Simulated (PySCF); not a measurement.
Molecule: SMILES S/C=C\c1cccs1 (C6H6S2). Atoms near the plane z = 0.0 Å, at the GFN2-xTB optimised geometry (x, y, z in Å): S1 (-3.2, -0.7, 0.3), C2 (-1.9, -1.9, 0.1), C3 (-0.6, -1.7, 0.0), C4 (0.2, -0.5, 0.0), C5 (1.6, -0.5, 0.0), C6 (2.2, 0.8, 0.0), C7 (1.2, 1.8, 0.0), S8 (-0.4, 1.2, 0.0), H9 (-2.5, 0.4, 0.5), H10 (-2.3, -2.9, 0.0), H11 (0.0, -2.6, -0.1), H12 (2.2, -1.4, 0.0), H13 (3.2, 1.0, 0.0), H14 (1.4, 2.9, 0.0).

Level of theory: PySCF 2.14.0 with PBE0/def2-TZVP. Cells within 0.4 Å of a nucleus heavier than hydrogen are left out (blank, or x). The values are rescaled to run from 0 to 1.

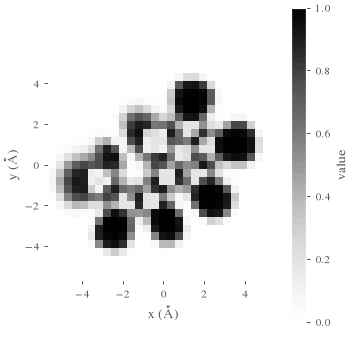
Figure. a field on the plane z = 0.0 Å.

Which quantity is mapped?
A) deformation density (molecule minus spherical neutral atoms)
B) Laplacian of the electron density
C) electron localisation function
D) electrostatic potential

C, electron localisation function
